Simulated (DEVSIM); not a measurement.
Device: illuminated GaAs p-on-n cell, one wavelength, at 300 K.

```csv
layer (left to right),material,thickness (μm),Nd (cm⁻³),Na (cm⁻³),τn (s),τp (s),absorption coefficient (cm⁻¹)
1,GaAs,0.0550,-,1.4e18,1.5e-9,4.1e-10,25000
2,GaAs,4.90,4.7e15,-,2.4e-9,2.4e-9,25000
```

Left contact: ohmic, minority electron recombination velocity 3e6 cm/s. Right contact: ohmic, minority hole recombination velocity 1e6 cm/s. Voltage is applied to the left contact. Recombination: SRH at mid-gap, radiative, Auger. Light enters at the left, 3e16 photons cm⁻² s⁻¹, one pass, no reflection. Mobility is constant in doping.

Constants are typed, rounded textbook-type inputs, not results; the design itself was drawn at random and stands for no fabricated device. Values at 300 K.

| parameter | GaAs |
|---|---|
| gap (eV) | 1.424 |
| affinity (eV) | 4.07 |
| permittivity | 12.9 |
| Nc (cm⁻³) | 4.7e17 |
| Nv (cm⁻³) | 9e18 |
| μn (cm²/Vs) | 8500 |
| μp (cm²/Vs) | 400 |
| B (cm³/s) | 2e-10 |
| Cn (cm⁶/s) | 1e-30 |
| Cp (cm⁶/s) | 1e-30 |

Model (solved in DEVSIM): 1D drift-diffusion, Boltzmann statistics, complete ionisation; no tunnelling, impact ionisation, image-force lowering or self-heating.

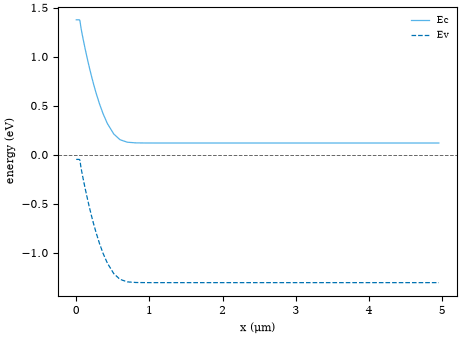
*Band edges at zero bias, in the dark*

Energies count from the Fermi level of the right contact; mesh points crowd at the junctions.

```
x (μm)   Ec (eV)  Ev (eV)  n (cm⁻³)  p (cm⁻³)  field (V/cm)
-------  -------  -------  --------  --------  ------------
0.000      1.376   -0.048     < 1e2    1.4e18           ≈ 0
0.01225    1.376   -0.048     < 1e2    1.4e18           ≈ 0
0.02617    1.376   -0.048     < 1e2    1.4e18           -38
0.03832    1.375   -0.048     < 1e2    1.4e18         -1100
0.05500    1.345   -0.079     < 1e2    4.3e17        -69000
0.07013    1.271   -0.153     < 1e2    2.5e16        -41000
0.09471    1.177   -0.247     < 1e2    6.4e14        -37000
0.1579     0.957   -0.467     < 1e2    1.3e11        -33000
0.2372     0.718   -0.706    400000     1.3e7        -28000
0.3661     0.419   -1.005    4.4e10       120        -19000
0.5979     0.153   -1.271    1.3e15     < 1e2         -4500
1.113      0.119   -1.305    4.7e15     < 1e2           ≈ 0
1.862      0.119   -1.305    4.7e15     < 1e2           ≈ 0
2.874      0.119   -1.305    4.7e15     < 1e2           ≈ 0
3.877      0.119   -1.305    4.7e15     < 1e2           ≈ 0
4.327      0.119   -1.305    4.7e15     < 1e2           ≈ 0
4.578      0.119   -1.305    4.7e15     < 1e2           ≈ 0
4.732      0.119   -1.305    4.7e15     < 1e2           ≈ 0
4.855      0.119   -1.305    4.7e15     < 1e2           ≈ 0
4.903      0.119   -1.305    4.7e15     < 1e2           ≈ 0
4.934      0.119   -1.305    4.7e15     < 1e2           ≈ 0
4.955      0.119   -1.305    4.7e15     < 1e2           ≈ 0
```
